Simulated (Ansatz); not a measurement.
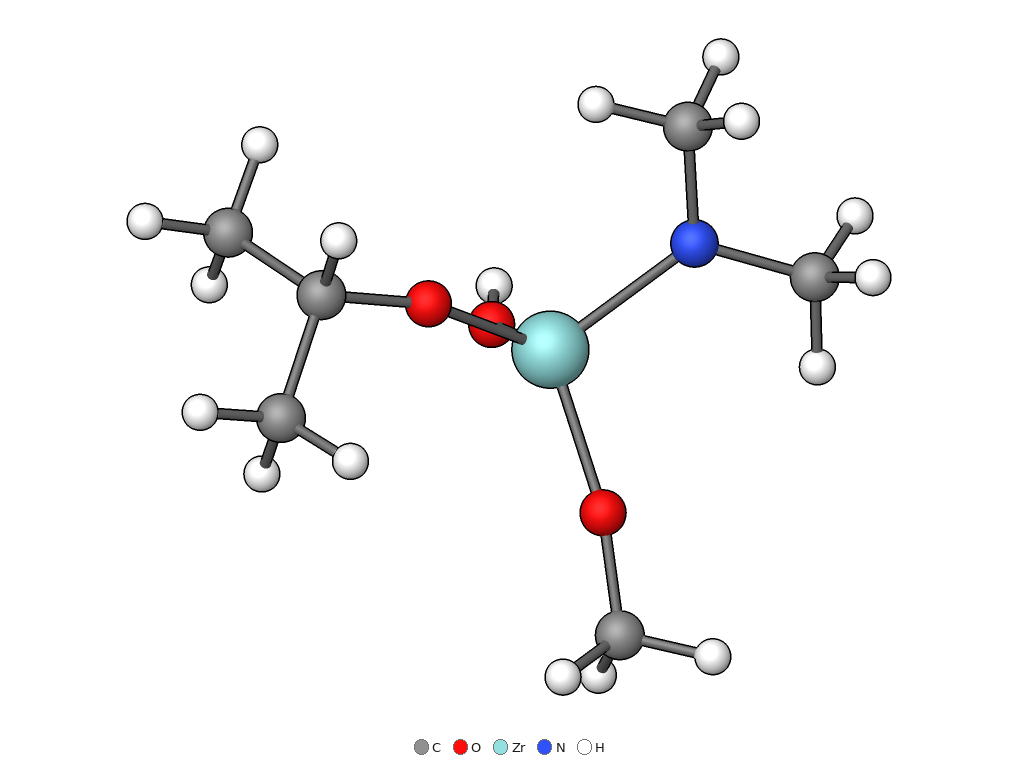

Simulated data, not a measurement (program: Ansatz).

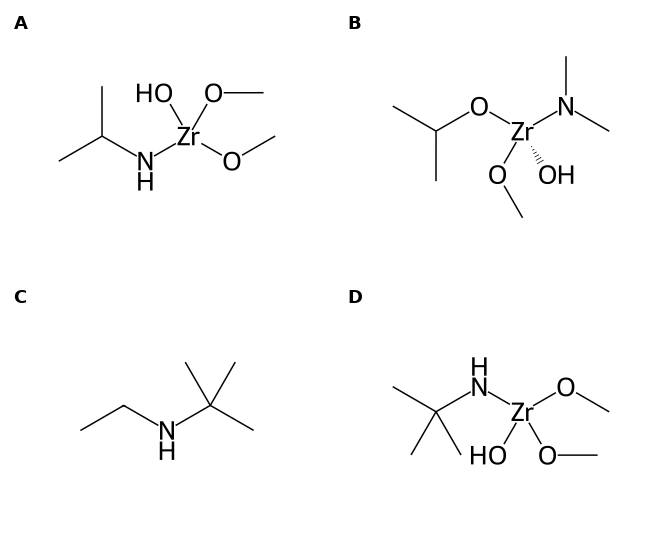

### The first picture shows one of the molecules drawn in the second. Which?

B, `C[O][Zr@@]([OH])([O]C(C)C)[N](C)C`.
